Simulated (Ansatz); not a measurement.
```cif
data_structure
_symmetry_space_group_name_H-M 'P 1'
_symmetry_Int_Tables_number 1
_cell_length_a 7.9129
_cell_length_b 7.9129
_cell_length_c 4.3370
_cell_angle_alpha 90.000
_cell_angle_beta 90.000
_cell_angle_gamma 120.000
_cell_volume 235.17
loop_
_atom_site_label
_atom_site_type_symbol
_atom_site_fract_x
_atom_site_fract_y
_atom_site_fract_z
_atom_site_occupancy
Pt1 Pt 0.00000 0.00000 0.00000 1
La1 La 0.42507 0.00000 0.00000 1
La2 La 0.57493 0.57493 0.00000 1
La3 La 0.00000 0.42507 0.00000 1
Lu1 Lu 0.75763 0.00000 0.50000 1
Lu2 Lu 0.24237 0.24237 0.50000 1
Lu3 Lu 0.00000 0.75763 0.50000 1
Pt2 Pt 0.66667 0.33333 0.50000 1
Pt3 Pt 0.33333 0.66667 0.50000 1
```

Space group P-62m; built by placing these elements on a known structure type.

Level of theory: DFT, PAW plane waves, r2SCAN (Ansatz 0.2.0).

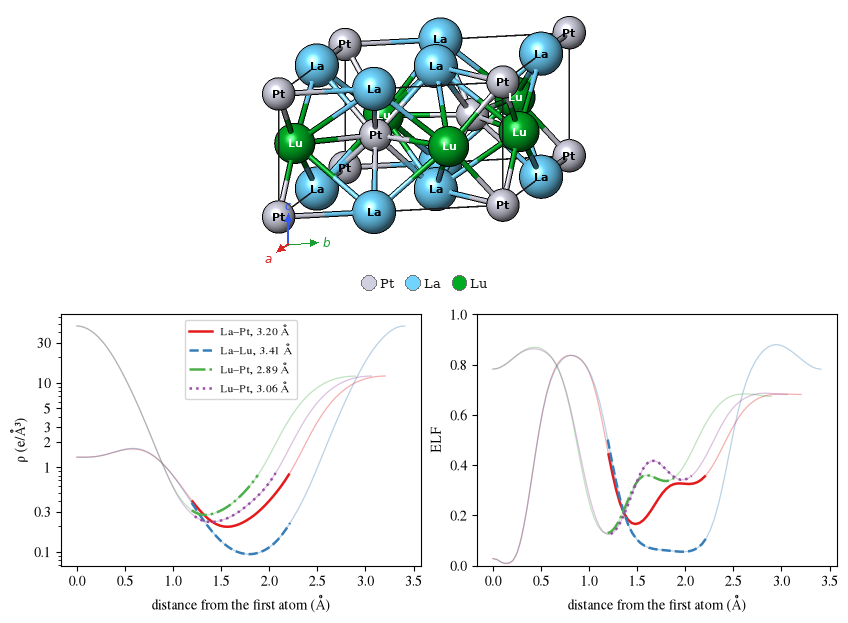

LaLuPt. Valence charge density (pseudo) and electron localisation function along straight lines between neighbouring atoms. Thin, pale parts lie inside the atomic spheres. The structure is drawn too.

The density is the valence pseudo-density of a PAW calculation; it isn't the true density close to the nuclei.

> What can be read from the curves?

La–Pt (3.20 Å): the density is about 0.2 e/Å³ at the midpoint; the ELF is about 0.20 at the midpoint (no shared electron pair shows on this line).
La–Lu (3.41 Å): ρ is about 0.1 e/Å³ halfway; the ELF is about 0.05 at the midpoint: no localised pair shows between them.
Lu–Pt (2.89 Å): the density is about 0.29 e/Å³ at the midpoint; the ELF is about 0.30 at the midpoint; no localised pair shows between them.
Lu–Pt (3.06 Å): ρ at the midpoint is about 0.24 e/Å³; the ELF is about 0.35 at the midpoint.
